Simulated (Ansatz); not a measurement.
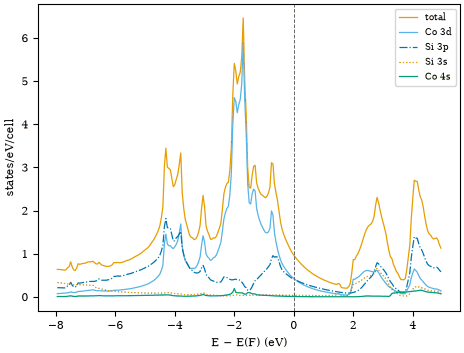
*Total and projected density of states of CoSi$_{2}$ (fluorite or antifluorite type, Fm-3m), r²SCAN in the plane-wave PAW code Ansatz*

Which orbitals carry the states next to the Fermi level?

Within 0.5 eV of the Fermi level: Co 3d 45 %, Si 3p 42 %, outside the projected shells 8 %. Projections are on Löwdin-orthogonalised atomic valence shells; empty p or d shells of many metals are not among them.

Where is the tallest occupied peak in this window, and what makes it?

Near -1.7 eV, about 6.5 states/eV per cell; the largest projected share is Co 3d.

Symmetry was held in the r²SCAN relaxation; of distortions, only those at the zone centre were tested. No spin polarisation was allowed.

Potentials: the earlier of the program's two PAW sets.
